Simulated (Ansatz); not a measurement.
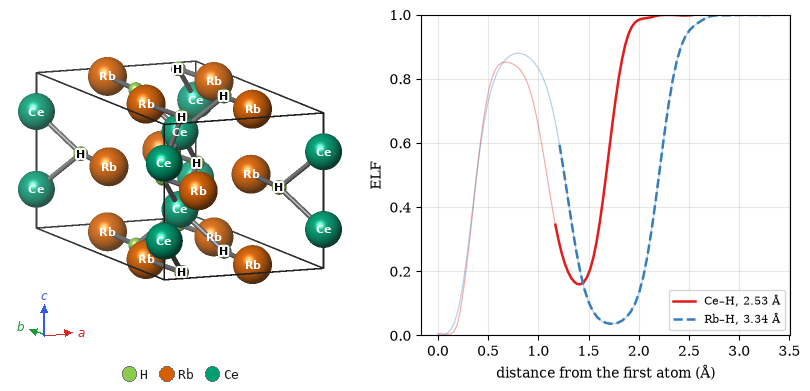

Figure 1: Rb2CeH2. Electron localisation function along straight lines between neighbouring atoms. Thin, pale parts lie inside the atomic spheres. The structure is drawn too.

Space group Ibam; built by placing these elements on a known structure type; not relaxed (largest force 0.8 eV/Å); computed without spin polarisation; no Hubbard U on the f states and no spin–orbit coupling.

Level of theory: Ansatz, DFT, PAW plane waves, PBE.

Core electrons are frozen (PAW), and the valence fields are smoothed inside the atomic spheres.

```
H Rb Ce
1.0
     7.03053    0.00000    0.00000
     0.00000   13.36140    0.00000
     0.00000    0.00000    6.41523
H Rb Ce
8 8 4
Direct
  0.69320 0.39480 0.00000
  0.19320 0.89480 0.50000
  0.30680 0.60520 0.00000
  0.80680 0.10520 0.50000
  0.19320 0.10520 0.00000
  0.69320 0.60520 0.50000
  0.30680 0.39480 0.50000
  0.80680 0.89480 0.00000
  0.32960 0.14510 0.50000
  0.82960 0.64510 0.00000
  0.17040 0.35490 0.00000
  0.67040 0.85490 0.50000
  0.32960 0.85490 0.00000
  0.82960 0.35490 0.50000
  0.67040 0.14510 0.00000
  0.17040 0.64510 0.50000
  0.00000 0.00000 0.75000
  0.50000 0.50000 0.25000
  0.00000 0.00000 0.25000
  0.50000 0.50000 0.75000
```

Question: Compare the contacts.

Answer: Ce–H (2.53 Å): the ELF climbs to about 1 towards the hydrogen.
Rb–H (3.34 Å): the ELF climbs to about 1 towards the hydrogen.
